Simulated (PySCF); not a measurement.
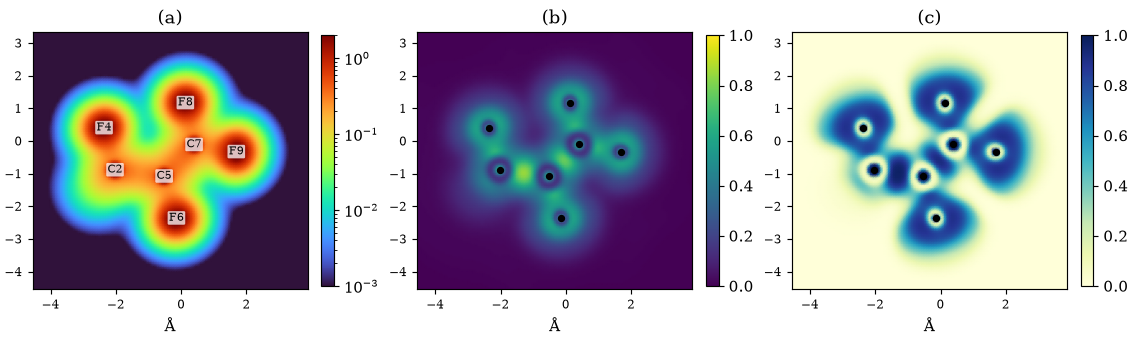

*C$_{3}$F$_{6}$, SMILES `FC(F)(F)C(F)=C(F)F`. Three fields in the plane of C2, F4, C5, F6, C7, F8 and F9.*

PySCF calculation, PBE/def2-SVPD, gas phase; geometry: GFN2-xTB. No frequency check shows the geometry to be a minimum.

Cartesian coordinates (Å):

```
F1       1.8278    0.2525    1.0711
C2       1.1268   -0.1234    0.0008
F3       1.8248    0.2436   -1.0776
F4       1.0719   -1.4538    0.0061
C5      -0.2545    0.5004    0.0005
F6      -0.2401    1.8388    0.0003
C7      -1.4148   -0.1553   -0.0001
F8      -1.5347   -1.4601   -0.0003
F9      -2.5881    0.4311   -0.0004
```

Q: The panels show, in some order, the localised orbital locator (LOL), electron localisation function (ELF) and electron density. Which is which?

A: (a) is the electron density: it is positive everywhere and peaks at the nuclei. (b) is the localised orbital locator (LOL): it runs from 0 to 1, peaks where electrons are localised, as in bonds, and fades smoothly outside. (c) is the electron localisation function (ELF): it runs from 0 to 1 and is close to 1 over wide basins that fill the valence regions.
